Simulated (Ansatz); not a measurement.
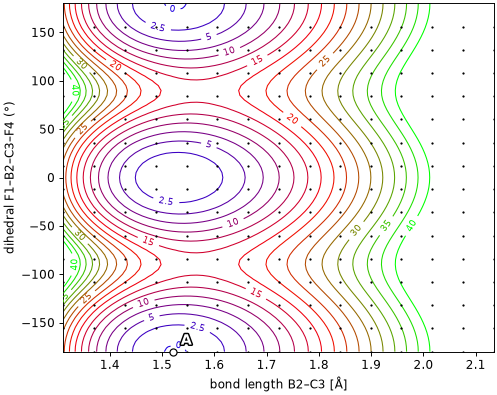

CH2BF2, SMILES FB[CH]F, spin multiplicity 2. Coordinates scanned: (1) bond length B2–C3; (2) dihedral F1–B2–C3–F4. Nothing is relaxed (all other coordinates rigid). The grid has 15 × 15 points; 120 points were computed and 105 follow by symmetry. All energies are given in kcal/mol relative to the lowest grid point. Computed with UKS CAM-B3LYP-D4/def2-SVP (Ansatz 0.2.0).

In the figure: contour lines labelled in kcal/mol (none above 40), dots at the grid points, the point A. Between grid points the surface is interpolated.

> Find the lowest pass out of the well at A.

The easiest path leads from the well at about bond length B2–C3 = 1.52 Å, dihedral F1–B2–C3–F4 = −180° to the well at about bond length B2–C3 = 1.53 Å, dihedral F1–B2–C3–F4 = 0°, about 0.25 kcal/mol higher (on a rigid scan; wells that are mirror images or exchange like atoms can differ by this much). Its highest point lies about 16 kcal/mol above the bottom of the first well on the interpolated surface, at about bond length B2–C3 = 1.57 Å, dihedral F1–B2–C3–F4 = 85°. The start is the relaxed structure and all else is held, so a fully relaxed path at this level can only be lower.

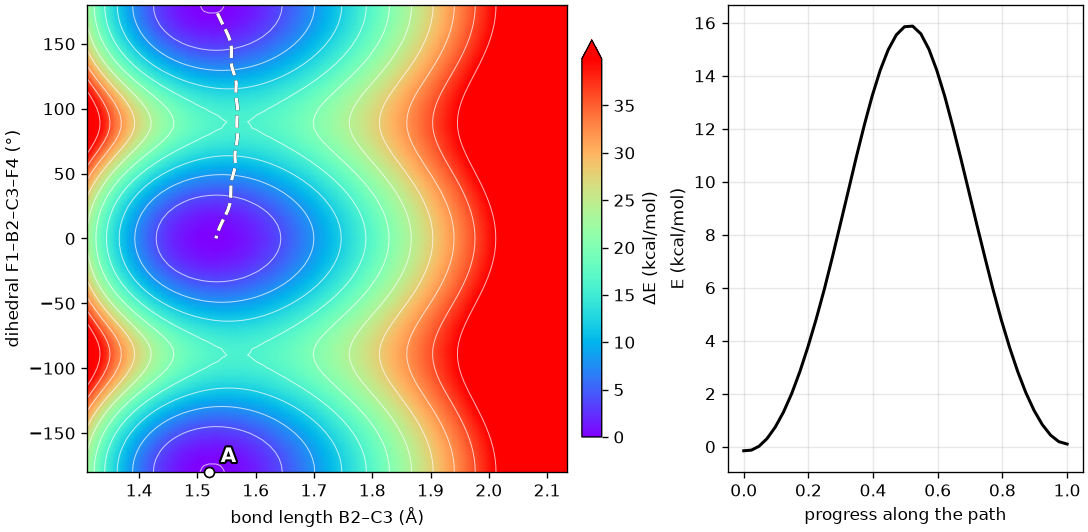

In the figure: a smooth colour map with a few white contour lines, a line along the lowest path, one colour for all values above the top of the scale, the energy along the path at the right. Between grid points the surface is interpolated.
